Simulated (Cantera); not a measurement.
Charge: 1 mol PbO, 0.054 mol CO, 42 mol H2, at 190 Pa.

Cantera equilibrium calculation (NASA polynomials, part measured and part estimated; ideal gas, pure solids and liquids). Candidate condensed phases: C, C6H6, C7H8, C8H18, H2O, Pb, PbO, PbO2, Pb3O4; 113 gas species. Rates play no part.

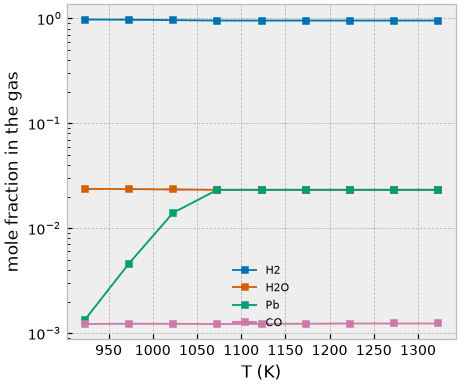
Equilibrium gas composition (values under 1e-9 drawn at 1e-9)

**Question.** Read off the mole fractions at 923 K.

**Answer.** H2 about 0.97, H2O about 0.024, Pb about 0.0013, CO about 0.0012.
